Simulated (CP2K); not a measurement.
**CH7BN2 (SMILES CNBN): AM1**

What is the vertical electron affinity of CH7BN2 at AM1? 

The results are computed with CP2K 2026.2.

2 further runs of the same task are left out: 1 that didn't finish, 1 set aside as unsound or not needed.

**1. The structure to begin with**

CH7BN2 has 11 atoms, charge 0, and is taken as a singlet. SMILES: `CNBN`. The shape is that of a GFN2-xTB optimisation. This is one conformer, not always the lowest.

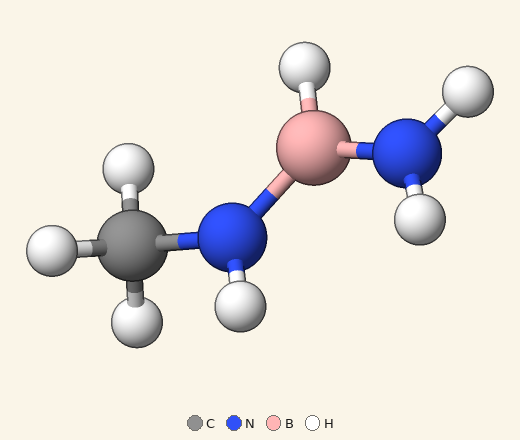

The structure, seen from a chosen angle (carbon grey, nitrogen blue, boron pink, hydrogen white).

**2. Energy and forces at AM1**

Contents of job.inp:

```
&GLOBAL
 PROJECT job
 RUN_TYPE ENERGY_FORCE
 PRINT_LEVEL MEDIUM
&END GLOBAL
&FORCE_EVAL
 METHOD Quickstep
 &DFT
  &QS
   METHOD AM1
   EPS_DEFAULT 1.0E-10
   &SE
    &COULOMB
     CUTOFF [angstrom] 50
     RC_RANGE [angstrom] 0
    &END COULOMB
    &EXCHANGE
     CUTOFF [angstrom] 50
     RC_RANGE [angstrom] 0
    &END EXCHANGE
   &END SE
  &END QS
  ! cluster boundary conditions
  &POISSON
   PERIODIC NONE
   POISSON_SOLVER ANALYTIC
  &END POISSON
  ! SCF settings
  &SCF
   SCF_GUESS ATOMIC
   EPS_SCF 1.0E-07
   MAX_SCF 80
   &DIAGONALIZATION
    ALGORITHM STANDARD
   &END DIAGONALIZATION
   &MIXING
    METHOD DIRECT_P_MIXING
    ALPHA 0.4
   &END MIXING
  &END SCF
  &PRINT
   &MOMENTS
    PERIODIC F
    REFERENCE COM
    MAX_MOMENT 1
   &END MOMENTS
   &MO ON
    ENERGIES T
    OCCUPATION_NUMBERS T
    NDIGITS 6
    &EACH
     QS_SCF 0
    &END EACH
    ADD_LAST NUMERIC
   &END MO
   &HIRSHFELD OFF
   &END HIRSHFELD
  &END PRINT
 &END DFT
 ! atoms, cell and kinds
 &SUBSYS
  ! vacuum box
  &CELL
   ABC 19.9 20.3 17.7
   PERIODIC NONE
  &END CELL
  &COORD
   UNIT bohr
   C     -1.8916536     2.6316704     0.4814644
   N     -0.9373608     0.1765004    -0.2040148
   B      1.5170721    -0.7469898     0.1548631
   N      2.1424770    -3.2018386    -0.6313953
   H     -2.5586703     3.6744024    -1.1808899
   H     -3.4660034     2.4841017     1.8194094
   H     -0.3835766     3.7139921     1.3654216
   H     -2.2599235    -0.9210903    -1.0308267
   H      3.0545533     0.5270068     1.1132944
   H      0.9128511    -4.3855630    -1.4638385
   H      3.8702347    -3.9522110    -0.4234876
  &END COORD
  &TOPOLOGY
   &CENTER_COORDINATES
   &END CENTER_COORDINATES
  &END TOPOLOGY
 &END SUBSYS
 &PRINT
  &FORCES ON
  &END FORCES
 &END PRINT
&END FORCE_EVAL
```

Launch:

```console
$ OMP_NUM_THREADS=1 cp2k.psmp -i job.inp > job.out 2>&1
```

Standard output:

```text
CP2K| version string:                                       CP2K version 2026.2
[...]
 GLOBAL| Method name                                                        CP2K
[...]
 GLOBAL| Run type                                                   ENERGY_FORCE
[...]
                             - Atoms:                                         11
[...]
                             - Spherical basis functions:                     23
[...]
 Number of electrons:                                                         24
[...]
     1 P_Mix/Diag. 0.40E+00    0.0     0.72570271       -18.6256470095 -1.86E+01
[...]
    17 DIIS/Diag.  0.71E-07    0.0     0.00000006       -26.0986509292 -1.14E-13
  *** SCF run converged in    17 steps ***
  Core-core repulsion energy [eV]:                           1520.55132990458560
  Core Hamiltonian energy [eV]:                             -1119.40938370893628
  Two-electron integral energy [eV]:                        -2222.64470953794444
  Electronic energy [eV]:                                   -2230.73173847790849
  Total energy [eV]:                                         -710.18040857332278
  Atomic reference energy [eV]:                               708.03431510753103
  Heat of formation [kcal/mol]:                               -49.49009494070764
[...]
 SE_DIPOLE| Moment [Debye]          0.50727365       0.56109782       0.38153448
 SE_DIPOLE| Derivative [a.u.]       0.00000000       0.00000000       0.00000000
 ENERGY| Total FORCE_EVAL ( QS ) energy [hartree]            -26.098650929221783
 FORCES| Atomic forces [hartree/bohr]
 FORCES|   Atom     x               y               z               |f|
 FORCES|      1  1.78763718E-02 -2.97316534E-02 -6.87036956E-03   3.53657724E-02
 FORCES|      2 -2.12548602E-02  6.24527522E-03 -3.83403053E-03   2.24827119E-02
 FORCES|      3 -2.25275527E-02 -3.43958416E-02 -2.02947734E-02   4.58523977E-02
 FORCES|      4  6.86924038E-03 -9.59854558E-03 -1.84115818E-03   1.19460623E-02
 FORCES|      5 -6.01008583E-03  7.41711736E-03 -1.69804045E-02   1.94799614E-02
 FORCES|      6 -1.50193365E-02 -4.13010136E-03  1.22914986E-02   1.98423573E-02
 FORCES|      7  1.78977715E-02  1.36534103E-02  1.08685785E-02   2.49974366E-02
 FORCES|      8  1.47418772E-02  7.36907292E-03  7.29599423E-03   1.80238095E-02
 FORCES|      9  1.43300084E-02  1.15760080E-02  8.81130909E-03   2.04203886E-02
 FORCES|     10  8.66957336E-03  1.55620107E-02  8.72919125E-03   1.98377534E-02
 FORCES|     11 -1.55730074E-02  1.60332473E-02  1.82416449E-03   2.24256808E-02
 FORCES| Sum    -1.94289029E-16  4.99600361E-16  2.01227923E-16
 FORCES| Total atomic force                                       5.72574384E-16
[...]
```

Wall time 0.22 s (1 thread of Arm Neoverse V2, shared host).

**3. The doublet anion, same level**

job.inp: that of step 2 with these lines changed.

```diff
@@ -1,9 +1,8 @@
-&GLOBAL
- PROJECT job
- RUN_TYPE ENERGY_FORCE
- PRINT_LEVEL MEDIUM
-&END GLOBAL
 &FORCE_EVAL
- METHOD Quickstep
+ METHOD QUICKSTEP
  &DFT
+  CHARGE -1
+  MULTIPLICITY 2
+  UKS T
+  # Quickstep
   &QS
@@ -22,3 +21,2 @@
   &END QS
-  ! cluster boundary conditions
   &POISSON
@@ -27,3 +25,2 @@
   &END POISSON
-  ! SCF settings
   &SCF
@@ -31,3 +28,4 @@
    EPS_SCF 1.0E-07
-   MAX_SCF 80
+   MAX_SCF 100
+   ADDED_MOS 2
    &DIAGONALIZATION
@@ -40,2 +38,3 @@
   &END SCF
+  # extra output
   &PRINT
@@ -59,7 +58,5 @@
  &END DFT
- ! atoms, cell and kinds
  &SUBSYS
-  ! vacuum box
   &CELL
-   ABC 19.9 20.3 17.7
+   ABC [angstrom] 19.9 20.3 17.7
    PERIODIC NONE
@@ -90 +87,6 @@
 &END FORCE_EVAL
+&GLOBAL
+ PROJECT job
+ RUN_TYPE ENERGY_FORCE
+ PRINT_LEVEL MEDIUM
+&END GLOBAL
```

Launch:

```console
$ OMP_NUM_THREADS=1 cp2k.psmp job.inp > job.out
```

Standard output:

```text
CP2K| version string:                                       CP2K version 2026.2
[...]
 GLOBAL| Method name                                                        CP2K
[...]
 GLOBAL| Run type                                                   ENERGY_FORCE
[...]
                             - Atoms:                                         11
[...]
                             - Spherical basis functions:                     23
[...]
 Number of electrons:                                                         13
[...]
     1 P_Mix/Diag. 0.40E+00    0.0     0.38941251       -18.8009740002 -1.88E+01
[...]
    31 DIIS/Diag.  0.63E-07    0.0     0.00000008       -26.0111973073 -3.91E-13
  *** SCF run converged in    31 steps ***
  Core-core repulsion energy [eV]:                           1520.55132990458560
  Core Hamiltonian energy [eV]:                             -1132.45714906964281
  Two-electron integral energy [eV]:                        -2191.78971066753002
  Electronic energy [eV]:                                   -2228.35200440340805
  Total energy [eV]:                                         -707.80067449882233
  Atomic reference energy [eV]:                               708.03431510753103
  Heat of formation [kcal/mol]:                                 5.38788085948208
[...]
 SE_DIPOLE| Moment [Debye]          1.28588208       0.48597462       0.58157964
 SE_DIPOLE| Derivative [a.u.]       0.00000000       0.00000000       0.00000000
 ENERGY| Total FORCE_EVAL ( QS ) energy [hartree]            -26.011197307346542
 FORCES| Atomic forces [hartree/bohr]
 FORCES|   Atom     x               y               z               |f|
 FORCES|      1  7.37633902E-03 -2.00398049E-02 -6.12604000E-03   2.22155919E-02
 FORCES|      2 -2.10710607E-02  1.68809671E-02  4.63404255E-04   2.70031737E-02
 FORCES|      3 -3.56024123E-02 -3.01267355E-02 -2.22547048E-02   5.16761438E-02
 FORCES|      4  2.38780762E-02 -3.04318675E-02 -5.02729941E-03   3.90068560E-02
 FORCES|      5 -9.32274315E-03  1.36187249E-02 -1.60407198E-02   2.30149495E-02
 FORCES|      6 -1.85776895E-02  1.76072867E-03  1.40493585E-02   2.33584072E-02
 FORCES|      7  1.65897061E-02  1.35467536E-02  1.04214822E-02   2.38189037E-02
 FORCES|      8  2.38436386E-03 -1.81927628E-03 -2.61858393E-05   2.99927373E-03
 FORCES|      9  3.46970652E-02  2.19836152E-02  1.88656463E-02   4.52004234E-02
 FORCES|     10  6.89317063E-03  1.06078414E-02  6.20542048E-03   1.40907538E-02
 FORCES|     11 -7.24481534E-03  4.01905334E-03 -5.30361813E-04   8.30189271E-03
 FORCES| Sum     4.16333634E-16  4.99600361E-16 -3.43475248E-16
 FORCES| Total atomic force                                       7.35465473E-16
[...]
```

Run time: 0.26 s. Hardware: 1 thread of Arm Neoverse V2, shared host.

**4. Outcome**

At AM1:

```
                                                 quantity           value
                             singlet CH7BN2: total energy    -26.09865 Eh
                            singlet CH7BN2: dipole moment          0.85 D
                              singlet CH7BN2: HOMO energy        -9.06 eV
singlet CH7BN2: heat of formation at this unrelaxed shape  -49.5 kcal/mol
                 singlet CH7BN2: largest force on an atom      2.358 eV/Å
                              doublet anion: total energy    -26.01120 Eh
        doublet anion: HOMO energy (highest over α and β)         1.97 eV
         doublet anion: LUMO energy (lowest over α and β)         9.16 eV
 doublet anion: heat of formation at this unrelaxed shape    5.4 kcal/mol
                  doublet anion: largest force on an atom      2.657 eV/Å
        vertical electron affinity (to the doublet anion)       -2.380 eV
```

**Reading.** The anion lies 2.38 eV (55 kcal/mol) above the neutral: the electron isn't bound at this level. The largest force (singlet CH7BN2) is 2.36 eV/Å: the shape isn't a stationary point for this species at this level. The HOMO (doublet anion) lies at positive energy, 1.97 eV: the electron is unbound at this level or held by a compact basis; values depend on the basis.
